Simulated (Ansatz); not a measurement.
## Electronic structure of F₂HInO in real space

The calculation's input:

```
crystal:
  periodic: [false, false, false]
  atoms:
    - {symbol: F, position_ang: [1.630497, -1.304596, 1.106487]}
    - {symbol: F, position_ang: [-1.001323, -1.620621, -0.848880]}
    - {symbol: In, position_ang: [0.210338, -0.436876, 0.113749]}
    - {symbol: O, position_ang: [-0.014518, 1.523742, 0.066142]}
    - {symbol: H, position_ang: [-0.774995, 1.764651, -0.478899]}
basis:
  gaussian:
    orbitals: def2-TZVPD
hamiltonian:
  xc: pbe0
output: {forces: true, orbitals: {seedname: orbitals}}
```

Command:

```sh
ansatz run input.yaml --threads 2 --pin off --max-ram 5220MiB --events-out events.jsonl --progress --plain --runs-dir runs
```

Geometry: PBE0-D4/def2-SVP; core potentials replace the inner electrons of In.

The calculation used isolated molecule in a Gaussian basis; Kohn-Sham density functional theory, functional PBE0 in Ansatz 0.2.0.

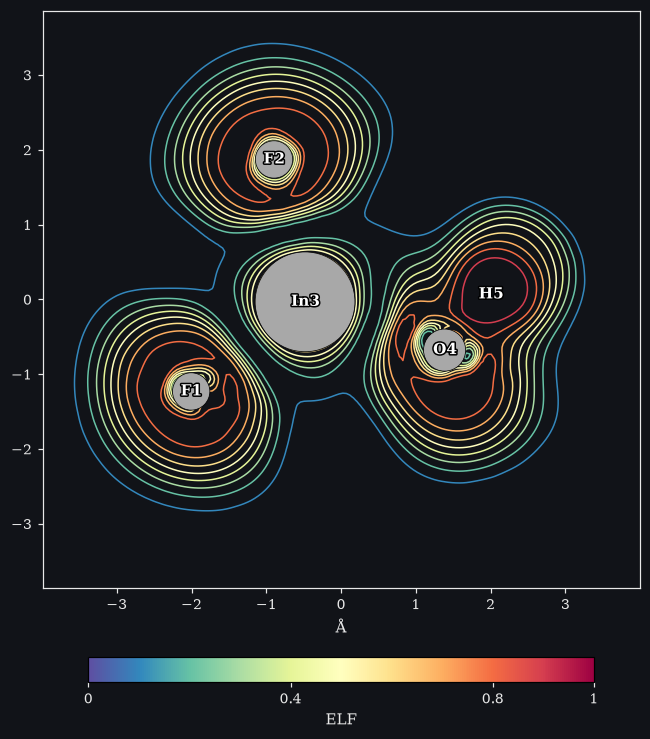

Figure 1. ELF on the molecular plane. Grey discs cover the atomic cores.

Interpret the plot.

The plane passes through F, In, O and H nuclei. In–F (1.94 Å): the ELF peaks at about 0.80 in the valence shell of F, 0.5 Å from its nucleus, and drops to about 0.15 between the two atoms. In–O (1.97 Å): the ELF peaks at about 0.85 in the valence shell of O, 0.6 Å from its nucleus, and drops to about 0.15 between the two atoms. O–H (0.97 Å): the ELF climbs to about 1 towards the hydrogen, as it does in any bond to H; an ordinary covalent bond to hydrogen. The ELF also peaks beside F1, O4 and F2, away from the bonds: lone-pair regions.

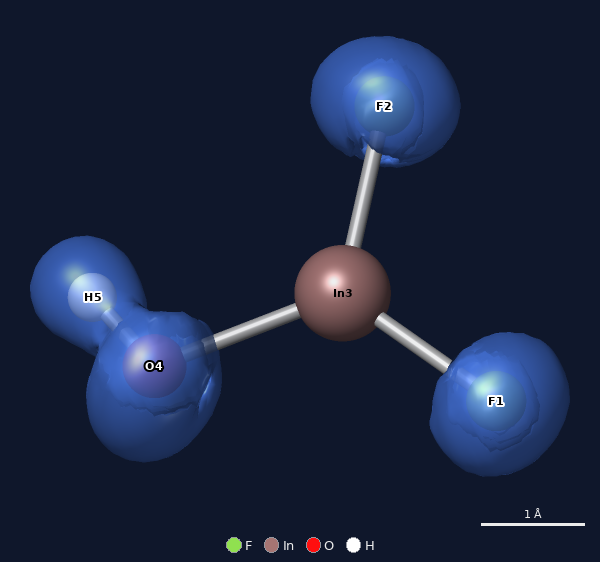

Figure 2. Isosurface of the ELF at 0.8 (blue), seen at a tilt. Only the valence region is drawn (cores and ρ < 0.01 e/Å³ removed).

What do the ELF domains correspond to?

The surface consists of two regions wrapped around F (the valence shell of each) and one joined region spread over several atoms (H, O), in which their bonds and any lone pairs are merged.

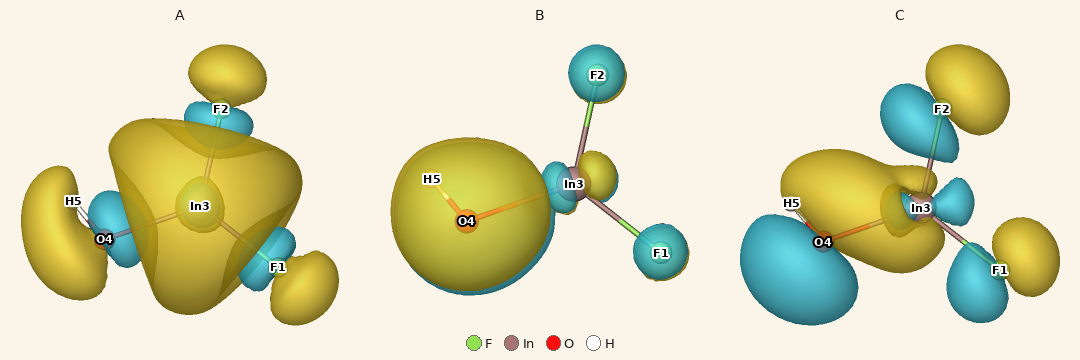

Figure 3. Three frontier orbitals at ±0.06 Å⁻³ᐟ² (yellow and cyan are the two phases), in no order.

Which picture is the HOMO−1, the HOMO and the LUMO?

C is the HOMO−1 (−10.15 eV). By Hirshfeld shares it lies mainly on O4 (about 55 %), F2 (about 20 %), In3 (about 10 %) and F1 (about 10 %); it is symmetric in the molecular plane (an in-plane orbital: σ, lone-pair or in-plane π type); largely a combination of lone pairs on O4, F2 and F1. B is the HOMO (−9.71 eV). By Hirshfeld shares it lies mainly on O4 (about 80 %) and In3 (about 10 %); it changes sign across the molecular plane (π type). A is the LUMO (−3.08 eV). By Hirshfeld shares it lies mainly on In3 (about 60 %), O4 (about 15 %), F2 (about 10 %) and F1 (about 10 %); it is symmetric in the molecular plane (an in-plane orbital: σ, lone-pair or in-plane π type).

What is the HOMO–LUMO gap?

6.63 eV between the orbital energies.

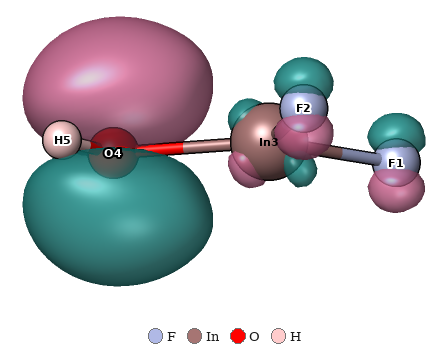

Figure 4. One frontier orbital at ±0.1 Å⁻³ᐟ² (teal and pink are the two phases), seen from one side.

Which orbital is it: HOMO or LUMO?

The HOMO, at −9.71 eV. By Hirshfeld shares it lies mainly on O4 (about 80 %) and In3 (about 10 %); it changes sign across the molecular plane (π type).
